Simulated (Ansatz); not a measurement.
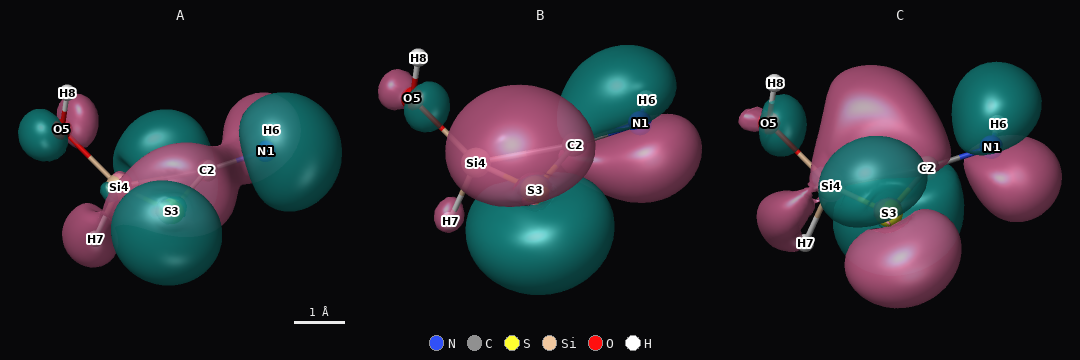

*CH3NOSSi (SMILES N=C1S[SiH]1O). Three frontier orbitals at ±0.08 Å⁻³ᐟ² (teal and pink are the two phases), in no order.*

Geometry: PBE0-D4/def2-TZVP.

Level of theory: RKS PBE0-D4/def2-TZVPP in Ansatz.

Input file:

```
crystal:
  periodic: [false, false, false]
  atoms:
    - {symbol: N, position_ang: [0.190863, 1.673758, 1.393294]}
    - {symbol: C, position_ang: [0.219834, 0.565647, 0.811552]}
    - {symbol: S, position_ang: [-0.007878, -1.092762, 1.554459]}
    - {symbol: Si, position_ang: [0.323030, -0.715292, -0.484637]}
    - {symbol: O, position_ang: [-0.831642, -0.972784, -1.603435]}
    - {symbol: H, position_ang: [0.347304, 2.431877, 0.729125]}
    - {symbol: H, position_ang: [1.597601, -1.091483, -1.118195]}
    - {symbol: H, position_ang: [-1.746812, -0.855962, -1.337863]}
basis:
  gaussian: {orbitals: def2-TZVPP}
hamiltonian: {xc: pbe0, dispersion: d4}
output: {orbitals: {seedname: orbitals}}
```

Run with:

```sh
ansatz run in.yaml --threads 2 --pin off --events-out ev --progress --plain --max-ram 4352MiB
```

> Which picture is the HOMO−1, the HOMO and the LUMO?

B is the HOMO−1 (−7.55 eV). By Hirshfeld shares it lies mainly on S3 (about 60 %), N1 (about 20 %) and C2 (about 5 %). A is the HOMO (−7.01 eV). Its weight (Hirshfeld) is mainly on N1 (about 35 %), S3 (about 25 %), C2 (about 20 %) and Si4 (about 15 %). C is the LUMO (−1.20 eV). Its weight (Hirshfeld) is mainly on C2 (about 25 %), N1 (about 25 %), S3 (about 20 %) and Si4 (about 20 %).

> What is the HOMO–LUMO gap?

5.81 eV between the orbital energies.
